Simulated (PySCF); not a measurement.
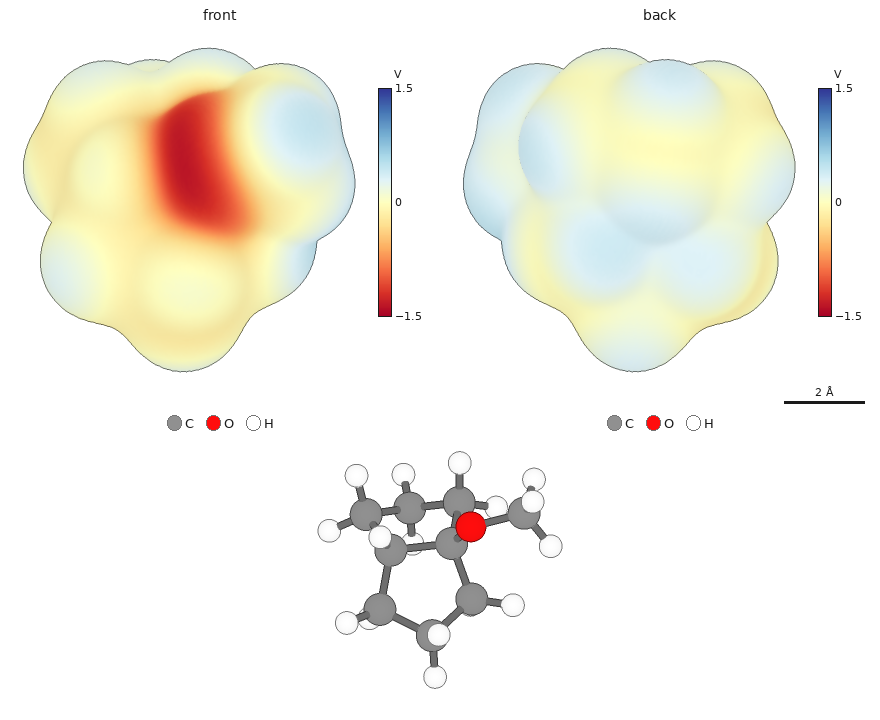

*C9H16O. The molecular electrostatic potential painted on the density surface at 0.001 e/bohr³, seen from the front and from behind; the colour scale runs from red (negative) to blue (positive). The bare structure is drawn below in the same view.*

Geometry: PBE0-D3(BJ)/def2-SVP.

Level of theory: PBE0/pcSseg-1, SCF density, gas phase, non-relativistic (PySCF 2.14.0).

```xyz
26

C     2.4784   -1.3655    0.3459
O     1.2376   -1.0236    0.8803
C     0.4200   -0.1788    0.0900
C     1.0791    1.1623   -0.2672
C    -0.0715    2.1623   -0.2246
C    -0.8556    1.7252    1.0130
C    -0.8241    0.1930    0.9571
C    -2.0275   -0.4715    0.2705
C    -1.4183   -1.5998   -0.5552
C    -0.1627   -0.9428   -1.1126
H     2.9763   -2.0241    1.0721
H     3.1279   -0.4854    0.1794
H     2.4006   -1.9133   -0.6129
H     1.6189    1.1464   -1.2269
H     1.8052    1.4099    0.5258
H    -0.6975    2.0607   -1.1286
H     0.2641    3.2099   -0.1863
H    -0.3369    2.0841    1.9170
H    -1.8797    2.1286    1.0478
H    -0.6659   -0.2491    1.9512
H    -2.7899   -0.8096    0.9883
H    -2.5203    0.2506   -0.4048
H    -1.1296   -2.4353    0.1039
H    -2.0927   -1.9983   -1.3285
H     0.5600   -1.6457   -1.5531
H    -0.4398   -0.2279   -1.9062
```

Where is the surface potential most negative and most positive?

The most negative region (about −1.3 V) lies over O2, the most positive (about +0.5 V) over C1, H11, H13 and H25. O2 is the likeliest acceptor of a hydrogen bond.

How polar is the molecule by this calculation?

Its dipole moment is 1.10 D.
